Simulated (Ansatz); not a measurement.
The structure below was relaxed with PBEsol/PAW in Ansatz (a first-principles code), no spin-orbit coupling, earlier PAW set.

```
CELL_PARAMETERS angstrom
      0.00000     2.38386     2.38386
      2.38386     0.00000     2.38386
      2.38386     2.38386     0.00000
ATOMIC_POSITIONS crystal
  As 0.75000 0.75000 0.75000
  B  0.00000 0.00000 0.00000
```

**Question.** Find the space group and the Wyckoff positions.

**Answer.** Space group F-43m (No. 216); a = 4.768 Å, b = 4.768 Å, c = 4.768 Å, α = 90.00°, β = 90.00°, γ = 90.00°

```json
[
 {"atom": "As", "site": "4c", "symmetry": "-43m", "x": "0.2500", "y": "0.2500", "z": "0.2500"},
 {"atom": "B", "site": "4a", "symmetry": "-43m", "x": "0.0000", "y": "0.0000", "z": "0.0000"}
]
```

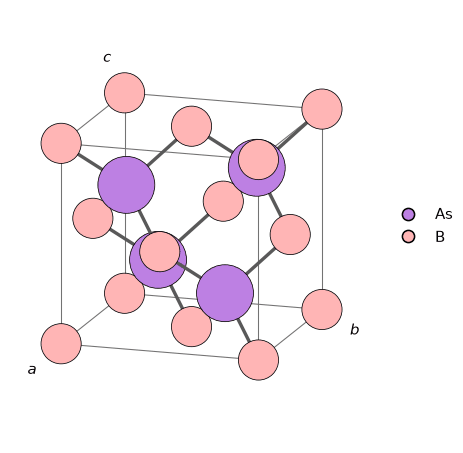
*The conventional cell*

No phonon test of stability was made. The cell was made from AlAs by this change: Al → B.
